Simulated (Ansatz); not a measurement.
# BSiN$_{2}$H$_{7}$: geometry relaxation

The run: geometry relaxation of BSiN$_{2}$H$_{7}$. Method and program: RKS PBE0-D4/def2-TZVP (Ansatz 0.2.0).

The geometry: PBE-D4/def2-SVP start. Figures and captions count atoms from 1; the log counts them from 0 in places.

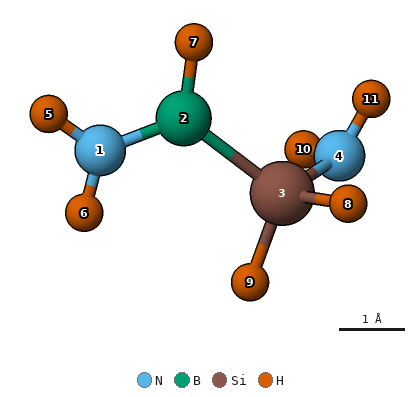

Figure 1. The structure as given in the input (ball-and-stick view, seen at a tilt; atoms are numbered from 1 in the order of the input).

Key numbers

```json
{"quantity": "outcome", "value": "converged"}
{"quantity": "total energy", "value": "−11643.4776 eV"}
{"quantity": "mean-field energy", "value": "−11643.3214 eV"}
{"quantity": "dispersion energy", "value": "−0.1563 eV"}
{"quantity": "SCF solution under orbital rotations", "value": "stable"}
{"quantity": "largest force (length of the vector) at the end", "value": "0.006 eV/Å"}
{"quantity": "dipole moment", "value": "2.31 D"}
{"quantity": "hardware", "value": "2 threads of Arm Neoverse V2, 23 GiB of memory available, shared host"}
{"quantity": "wall time", "value": "48 s (CPU time 93 s)"}
{"quantity": "peak memory", "value": "0.36 GiB"}
```

Input
```yaml
crystal:
  periodic: [false, false, false]
  atoms:
    - {symbol: N, position_ang: [-0.556569, 1.760956, 1.059630]}
    - {symbol: B, position_ang: [0.058043, 1.117144, -0.018221]}
    - {symbol: Si, position_ang: [0.606665, -0.833997, 0.084902]}
    - {symbol: N, position_ang: [-0.075595, -1.892436, -1.162410]}
    - {symbol: H, position_ang: [-0.872621, 2.733609, 1.033153]}
    - {symbol: H, position_ang: [-0.737362, 1.309412, 1.958497]}
    - {symbol: H, position_ang: [0.213507, 1.773582, -1.037447]}
    - {symbol: H, position_ang: [2.107498, -0.974573, -0.030738]}
    - {symbol: H, position_ang: [0.195647, -1.428443, 1.418570]}
    - {symbol: H, position_ang: [-1.099861, -1.951782, -1.167488]}
    - {symbol: H, position_ang: [0.226147, -1.670372, -2.117947]}
basis:
  gaussian: {orbitals: def2-TZVP}
hamiltonian: {xc: pbe0, dispersion: d4}
relax: {f_tol: 0.005, max_steps: 150}
```

Run as:
```bash
ansatz run in.yaml --threads 2 --pin off --events-out ev --progress --plain --max-ram 4352MiB
```

Output
```
Functional definition: PBE0
  name "PBE0"
  cite "Adamo & Barone, J. Chem. Phys. 110, 6158 (1999) doi:10.1063/1.478522"
  cite "Perdew, Burke & Ernzerhof, Phys. Rev. Lett. 77, 3865 (1996) doi:10.1103/PhysRevLett.77.3865"
  parent pbe
  parameter a = 0.25
  parameter kappa = 0.804
  parameter beta = 0.06672455060314922
  exchange = (1 - a)*pbe_x(kappa = kappa, mu = beta*pi^2/3) + a*exact_x
  correlation = pbe_c(beta = beta)
1055 factors; their error is unknown
mean field evaluation 1: about -11632.7085 eV, gradient 7.5e1 eV
mean field evaluation 2: about -11619.8722 eV, gradient 1.0e2 eV
mean field evaluation 4: about -11643.1897 eV, gradient 4.1e0 eV
mean field evaluation 8: about -11643.2373 eV, gradient 5.4e-2 eV
mean field evaluation 16: about -11643.2716 eV, gradient 1.5e-5 eV
mean field -11643.27158130 eV, -427.8823385198 hartree, gradient 1.5e-5 eV, S^2 0.000000; 0 other end points of the search recorded, 0 dependent functions left out
the calculation of the forces begins
reference -11643.27161511 eV, -427.8823397624 hartree; 20, 20 occupied and 152, 152 virtual orbitals, 1055 factors
relax step   1: F+E_penalty+E_count = -11643.42694232 eV  Δ(F+E_penalty+E_count) = +0.000e0 eV  max|allowed force component| = 6.429e-1 eV/Å  Δτ_max = 0.0000 Å  (27 SCF iters, accepted)
these checks for a lower state are left out or cut short: starts, cluster_reference, orbital_swaps, neighbouring_geometries, increment
1055 factors; their error is unknown
mean field -11643.30952014 eV, -427.8837327467 hartree, gradient 1.8e-5 eV, S^2 0.000000; 0 other end points of the search recorded, 0 dependent functions left out
[... from here on the field's lines of each further geometry are left out, up to the last ...]
relax step   2: F+E_penalty+E_count = -11643.46563305 eV  Δ(F+E_penalty+E_count) = -3.869e-2 eV  max|allowed force component| = 3.099e-1 eV/Å  Δτ_max = 0.0444 Å  (31 SCF iters, accepted)
relax step   3: F+E_penalty+E_count = -11643.46945935 eV  Δ(F+E_penalty+E_count) = -3.826e-3 eV  max|allowed force component| = 1.580e-1 eV/Å  Δτ_max = 0.0553 Å  (30 SCF iters, accepted)
relax step   4: F+E_penalty+E_count = -11643.46512072 eV  Δ(F+E_penalty+E_count) = +4.339e-3 eV  max|allowed force component| = 2.234e-1 eV/Å  Δτ_max = 0.0857 Å  (30 SCF iters, rejected (line search))
relax step   5: F+E_penalty+E_count = -11643.47614337 eV  Δ(F+E_penalty+E_count) = -6.684e-3 eV  max|allowed force component| = 5.555e-2 eV/Å  Δτ_max = 0.0411 Å  (30 SCF iters, accepted)
relax step   6: F+E_penalty+E_count = -11643.47683260 eV  Δ(F+E_penalty+E_count) = -6.892e-4 eV  max|allowed force component| = 2.833e-2 eV/Å  Δτ_max = 0.0429 Å  (30 SCF iters, accepted)
relax step   7: F+E_penalty+E_count = -11643.47702981 eV  Δ(F+E_penalty+E_count) = -1.972e-4 eV  max|allowed force component| = 3.311e-2 eV/Å  Δτ_max = 0.0376 Å  (30 SCF iters, accepted)
relax step   8: F+E_penalty+E_count = -11643.47728771 eV  Δ(F+E_penalty+E_count) = -2.579e-4 eV  max|allowed force component| = 7.269e-2 eV/Å  Δτ_max = 0.0381 Å  (30 SCF iters, accepted)
relax step   9: F+E_penalty+E_count = -11643.47742884 eV  Δ(F+E_penalty+E_count) = -1.411e-4 eV  max|allowed force component| = 1.755e-2 eV/Å  Δτ_max = 0.0109 Å  (31 SCF iters, accepted)
relax step  10: F+E_penalty+E_count = -11643.47749790 eV  Δ(F+E_penalty+E_count) = -6.906e-5 eV  max|allowed force component| = 1.730e-2 eV/Å  Δτ_max = 0.0156 Å  (31 SCF iters, accepted)
relax step  11: F+E_penalty+E_count = -11643.47754212 eV  Δ(F+E_penalty+E_count) = -4.422e-5 eV  max|allowed force component| = 2.320e-2 eV/Å  Δτ_max = 0.0241 Å  (30 SCF iters, accepted)
relax step  12: F+E_penalty+E_count = -11643.47755003 eV  Δ(F+E_penalty+E_count) = -7.912e-6 eV  max|allowed force component| = 1.783e-2 eV/Å  Δτ_max = 0.0101 Å  (31 SCF iters, accepted)
relax step  13: F+E_penalty+E_count = -11643.47758319 eV  Δ(F+E_penalty+E_count) = -3.316e-5 eV  max|allowed force component| = 1.135e-2 eV/Å  Δτ_max = 0.0024 Å  (23 SCF iters, accepted)
relax step  14: F+E_penalty+E_count = -11643.47760130 eV  Δ(F+E_penalty+E_count) = -1.810e-5 eV  max|allowed force component| = 5.898e-3 eV/Å  Δτ_max = 0.0051 Å  (32 SCF iters, accepted)
relax step  15: F+E_penalty+E_count = -11643.47761005 eV  Δ(F+E_penalty+E_count) = -8.756e-6 eV  max|allowed force component| = 4.000e-3 eV/Å  Δτ_max = 0.0078 Å  (32 SCF iters, accepted)
the calculation of the forces begins
reference -11643.32135815 eV, -427.8841677852 hartree; 20, 20 occupied and 152, 152 virtual orbitals, 1055 factors
relax step  16: F+E_penalty+E_count = -11643.47761507 eV  Δ(F+E_penalty+E_count) = -5.016e-6 eV  max|allowed force component| = 4.856e-3 eV/Å  Δτ_max = 0.0084 Å  (31 SCF iters, accepted)
1055 factors; their error is unknown
mean field evaluation 128: about -11643.2846 eV, gradient 8.0e-1 eV
```

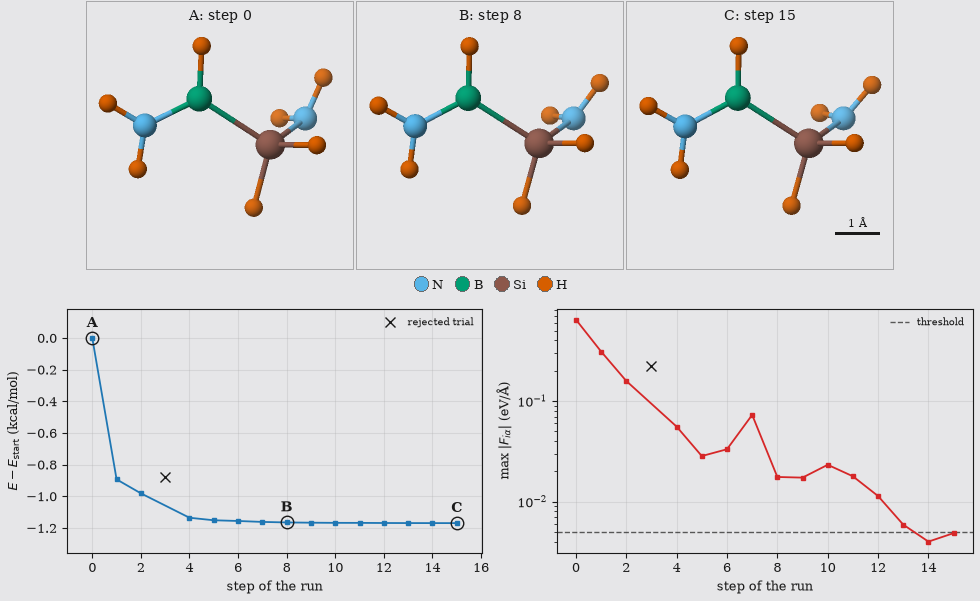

Figure 2. Frames of the relaxation (ball-and-stick view, seen at a tilt) above the curves, on which the letters mark them (the first geometry is step 0 here and step 1 in the log).

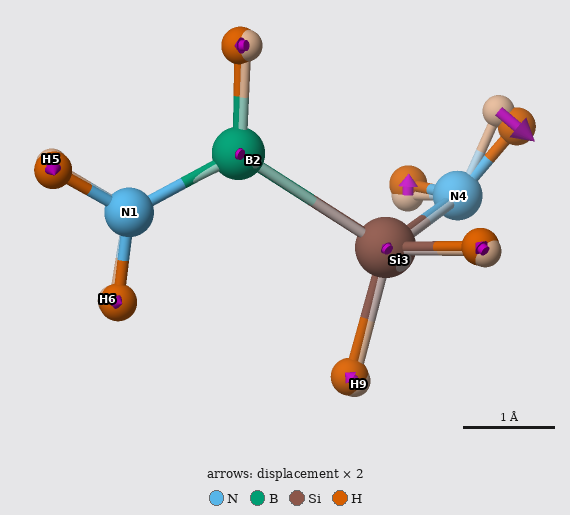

Figure 3. Start (faint) and end (solid) with the displacements as pink arrows, magnified 2 times (ball-and-stick view, seen at a tilt). The two geometries are laid on each other by the best rigid fit. After 15 geometry steps the energy has fallen by 1.17 kcal/mol. The largest force component goes from 0.64 to 0.0049 eV/Å. The line search rejected the trial step at point 3 (counted from 0) and went back. The atom that moves furthest after the best rigid fit is H11 (0.26 Å). By element the largest moves are H 0.26 Å, Si 0.05 Å, B 0.05 Å, N 0.04 Å. Among the contacts that change: Si3–N4 1.772 → 1.737 Å, B2–H7 1.222 → 1.202 Å, Si3–H8 1.512 → 1.493 Å, Si3–H9 1.517 → 1.499 Å. Among the angles that change: Si3–N4–H10 115.0° → 118.8°, Si3–N4–H11 114.4° → 117.6°, H10–N4–H11 107.5° → 109.8°. (Atoms are counted from 1 in the order of the input.)

```
mean field -11643.32132424 eV, -427.8841665392 hartree, gradient 5.5e-5 eV, S^2 0.000000; 1 other end points of the search recorded, 0 dependent functions left out
the calculation of the forces begins
reference -11643.32135815 eV, -427.8841677852 hartree; 20, 20 occupied and 152, 152 virtual orbitals, 1055 factors
Total energy: -11643.47764897 eV, -427.8899113671 hartree
Atom 0 at    -0.533645     1.758052     1.082996 Å, force     0.000883    -0.000792    -0.001037 eV/Å
Atom 1 at     0.015826     1.132202    -0.026964 Å, force     0.000196    -0.000429     0.000865 eV/Å
Atom 2 at     0.561278    -0.812458     0.064211 Å, force    -0.001081    -0.000479    -0.001602 eV/Å
Atom 3 at    -0.097520    -1.864376    -1.150709 Å, force     0.000141     0.003253    -0.003357 eV/Å
Atom 4 at    -0.816927     2.724803     1.094844 Å, force    -0.000635    -0.000130     0.000195 eV/Å
Atom 5 at    -0.679603     1.290267     1.963212 Å, force     0.000127    -0.000036    -0.000470 eV/Å
Atom 6 at     0.136362     1.793836    -1.023225 Å, force     0.000284     0.000456     0.000366 eV/Å
Atom 7 at     2.043566    -0.936909    -0.062741 Å, force     0.000010     0.000221    -0.000159 eV/Å
Atom 8 at     0.174558    -1.363342     1.403248 Å, force    -0.000033    -0.000045     0.000708 eV/Å
Atom 9 at    -1.097680    -1.895231    -1.275080 Å, force     0.003150    -0.000951    -0.000366 eV/Å
Atom 10 at     0.359284    -1.883745    -2.049291 Å, force    -0.003042    -0.001068     0.004856 eV/Å
Dipole moment:    -0.318321     0.353958     0.066135 e Å
```

Trajectory as extended XYZ (Å, eV, eV/Å), 10 of the 16 frames kept, from step=1 to step=16
```
11
Properties=species:S:1:pos:R:3:forces:R:3 step=1 energy=-11643.42694
N    -0.5566    1.7610    1.0596   -0.1285   0.1384   0.2041
B     0.0580    1.1171   -0.0182   -0.1354   0.3289  -0.0108
Si    0.6067   -0.8340    0.0849   -0.0142  -0.4449  -0.1272
N    -0.0756   -1.8924   -1.1624   -0.2237   0.5318  -0.1702
H    -0.8726    2.7336    1.0332    0.2384  -0.6429   0.0056
H    -0.7374    1.3094    1.9585    0.1184   0.2618  -0.5861
H     0.2135    1.7736   -1.0374   -0.0593  -0.2252   0.3681
H     2.1075   -0.9746   -0.0307   -0.3291   0.0532   0.0141
H     0.1956   -1.4284    1.4186    0.0757   0.1385  -0.3036
H    -1.0999   -1.9518   -1.1675    0.6237   0.0209   0.0218
H     0.2261   -1.6704   -2.1179   -0.1660  -0.1606   0.5842
11
Properties=species:S:1:pos:R:3:forces:R:3 step=3 energy=-11643.46946
N    -0.5454    1.7479    1.0563   -0.0299   0.0654  -0.0019
B     0.0555    1.1161   -0.0212   -0.0054  -0.0484  -0.0010
Si    0.5884   -0.8286    0.0788    0.0215  -0.0365  -0.0709
N    -0.0776   -1.8731   -1.1526    0.0416   0.1580   0.0855
H    -0.8754    2.6993    1.0290    0.0650   0.0277   0.0290
H    -0.6945    1.3017    1.9454   -0.0673  -0.0480   0.0343
H     0.2112    1.7685   -1.0156   -0.0336   0.0243  -0.0722
H     2.0684   -0.9490   -0.0317    0.0704  -0.0292  -0.0002
H     0.1761   -1.4052    1.3929   -0.0186  -0.0212   0.0565
H    -1.0838   -1.9432   -1.1686   -0.0799  -0.0542   0.0014
H     0.2426   -1.6913   -2.0924    0.0362  -0.0379  -0.0605
11
Properties=species:S:1:pos:R:3:forces:R:3 step=4 energy=-11643.46512 accepted=F
N    -0.5526    1.7666    1.0680    0.0553  -0.2232   0.0156
B     0.0456    1.1164   -0.0028    0.0467   0.1932   0.0005
Si    0.5939   -0.8289    0.0712   -0.0834   0.1654   0.0400
N    -0.0963   -1.8179   -1.1685   -0.0645  -0.2234  -0.0645
H    -0.8265    2.7317    1.0369   -0.0589   0.1453   0.0137
H    -0.7436    1.3251    1.9514   -0.0143  -0.0258   0.0617
H     0.2018    1.8014   -0.9797    0.0397  -0.1062  -0.0799
H     2.0791   -0.9511   -0.0519   -0.0531  -0.0112  -0.0093
H     0.1893   -1.4093    1.3935    0.0173  -0.0293  -0.0499
H    -1.0837   -2.0167   -1.1889    0.0118   0.0628   0.1065
H     0.2583   -1.7740   -2.1085    0.1035   0.0524  -0.0344
11
Properties=species:S:1:pos:R:3:forces:R:3 step=6 energy=-11643.47683
N    -0.5480    1.7558    1.0661   -0.0046   0.0052  -0.0075
B     0.0465    1.1282   -0.0194    0.0087  -0.0157  -0.0005
Si    0.5854   -0.8187    0.0696   -0.0056  -0.0007  -0.0091
N    -0.0872   -1.8548   -1.1542    0.0090   0.0059   0.0283
H    -0.8386    2.7204    1.0604    0.0039   0.0016   0.0024
H    -0.7282    1.2924    1.9420    0.0027  -0.0063   0.0037
H     0.2037    1.7877   -1.0123   -0.0040   0.0084   0.0022
H     2.0683   -0.9469   -0.0490   -0.0041   0.0036  -0.0028
H     0.1820   -1.3947    1.3916   -0.0032   0.0031   0.0047
H    -1.0897   -1.9627   -1.1817    0.0026  -0.0016  -0.0150
H     0.2712   -1.7634   -2.0925   -0.0054  -0.0034  -0.0064
11
Properties=species:S:1:pos:R:3:forces:R:3 step=8 energy=-11643.47729
N    -0.5460    1.7557    1.0728    0.0102  -0.0034   0.0119
B     0.0354    1.1321   -0.0221   -0.0066   0.0057  -0.0095
Si    0.5742   -0.8141    0.0651   -0.0007  -0.0007   0.0159
N    -0.0931   -1.8607   -1.1500    0.0029  -0.0069  -0.0727
H    -0.8276    2.7231    1.0795   -0.0011  -0.0039  -0.0040
H    -0.7141    1.2872    1.9487   -0.0020   0.0006  -0.0046
H     0.1847    1.7968   -1.0126   -0.0021   0.0038  -0.0001
H     2.0562   -0.9390   -0.0635    0.0026  -0.0019   0.0032
H     0.1810   -1.3761    1.3978    0.0046   0.0036  -0.0091
H    -1.0967   -1.9366   -1.2202    0.0210   0.0031  -0.0019
H     0.3113   -1.8251   -2.0749   -0.0287  -0.0002   0.0710
11
Properties=species:S:1:pos:R:3:forces:R:3 step=9 energy=-11643.47743
N    -0.5422    1.7552    1.0743   -0.0017  -0.0075   0.0026
B     0.0321    1.1330   -0.0251    0.0025   0.0081  -0.0016
Si    0.5717   -0.8128    0.0640   -0.0026  -0.0086   0.0078
N    -0.0931   -1.8637   -1.1493   -0.0176   0.0009  -0.0137
H    -0.8239    2.7224    1.0843   -0.0021   0.0021  -0.0031
H    -0.7114    1.2833    1.9482    0.0041   0.0016   0.0010
H     0.1784    1.7996   -1.0147   -0.0022   0.0020  -0.0008
H     2.0537   -0.9381   -0.0625    0.0051   0.0006   0.0006
H     0.1796   -1.3706    1.3985    0.0002   0.0015  -0.0048
H    -1.0967   -1.9321   -1.2270    0.0166   0.0006  -0.0001
H     0.3173   -1.8330   -2.0702   -0.0023  -0.0012   0.0121
11
Properties=species:S:1:pos:R:3:forces:R:3 step=11 energy=-11643.47754
N    -0.5376    1.7543    1.0783    0.0034  -0.0008  -0.0016
B     0.0257    1.1349   -0.0285   -0.0081   0.0020   0.0025
Si    0.5671   -0.8109    0.0630   -0.0004  -0.0021  -0.0051
N    -0.0962   -1.8645   -1.1486   -0.0026   0.0045  -0.0196
H    -0.8217    2.7209    1.0928   -0.0016  -0.0022  -0.0013
H    -0.6937    1.2810    1.9539    0.0023   0.0034  -0.0017
H     0.1565    1.8019   -1.0201    0.0032  -0.0028   0.0041
H     2.0493   -0.9394   -0.0622   -0.0029   0.0002   0.0004
H     0.1746   -1.3601    1.4009    0.0015  -0.0014   0.0011
H    -1.0987   -1.9118   -1.2508    0.0198   0.0009  -0.0020
H     0.3401   -1.8632   -2.0582   -0.0146  -0.0016   0.0232
11
Properties=species:S:1:pos:R:3:forces:R:3 step=13 energy=-11643.47758
N    -0.5359    1.7557    1.0799    0.0003  -0.0023  -0.0022
B     0.0225    1.1339   -0.0281   -0.0028   0.0016   0.0050
Si    0.5650   -0.8117    0.0636    0.0024  -0.0011  -0.0040
N    -0.0965   -1.8646   -1.1494   -0.0021   0.0053  -0.0085
H    -0.8219    2.7217    1.0925    0.0026  -0.0005   0.0007
H    -0.6872    1.2847    1.9576   -0.0011   0.0022  -0.0029
H     0.1499    1.7990   -1.0212   -0.0007  -0.0028   0.0011
H     2.0473   -0.9390   -0.0616   -0.0016   0.0002  -0.0003
H     0.1743   -1.3618    1.4016    0.0000  -0.0004   0.0012
H    -1.0982   -1.9061   -1.2588    0.0104  -0.0005  -0.0014
H     0.3462   -1.8687   -2.0556   -0.0074  -0.0016   0.0113
11
Properties=species:S:1:pos:R:3:forces:R:3 step=14 energy=-11643.47760
N    -0.5355    1.7566    1.0807    0.0016  -0.0019  -0.0010
B     0.0203    1.1330   -0.0274   -0.0020   0.0003   0.0031
Si    0.5642   -0.8122    0.0640   -0.0014  -0.0003  -0.0025
N    -0.0965   -1.8644   -1.1499    0.0012   0.0039  -0.0043
H    -0.8194    2.7232    1.0929   -0.0006  -0.0011  -0.0003
H    -0.6860    1.2870    1.9592    0.0007   0.0018  -0.0014
H     0.1457    1.7965   -1.0219    0.0011  -0.0005   0.0007
H     2.0465   -0.9382   -0.0618   -0.0010   0.0003  -0.0003
H     0.1746   -1.3633    1.4020    0.0004  -0.0001   0.0010
H    -1.0978   -1.9033   -1.2630    0.0035  -0.0009  -0.0009
H     0.3495   -1.8718   -2.0542   -0.0036  -0.0015   0.0059
11
Properties=species:S:1:pos:R:3:forces:R:3 step=16 energy=-11643.47761
N    -0.5336    1.7581    1.0830    0.0009  -0.0008  -0.0010
B     0.0158    1.1322   -0.0270    0.0002  -0.0004   0.0009
Si    0.5613   -0.8125    0.0642   -0.0011  -0.0005  -0.0016
N    -0.0975   -1.8644   -1.1507    0.0001   0.0033  -0.0034
H    -0.8169    2.7248    1.0948   -0.0006  -0.0001   0.0002
H    -0.6796    1.2903    1.9632    0.0001   0.0000  -0.0005
H     0.1364    1.7938   -1.0232    0.0003   0.0005   0.0004
H     2.0436   -0.9369   -0.0627    0.0000   0.0002  -0.0002
H     0.1746   -1.3633    1.4032    0.0000   0.0000   0.0007
H    -1.0977   -1.8952   -1.2751    0.0032  -0.0010  -0.0004
H     0.3593   -1.8837   -2.0493   -0.0030  -0.0011   0.0049
```

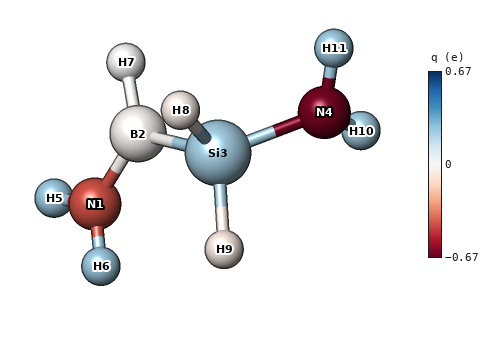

Figure 4. Mulliken charges, as the colour of each atom (ball-and-stick view, seen at a tilt; atoms are numbered from 1 in the order of the input). By element: N −0.64 to −0.43, B −0.02, Si +0.23 and H −0.06 to +0.25 e.
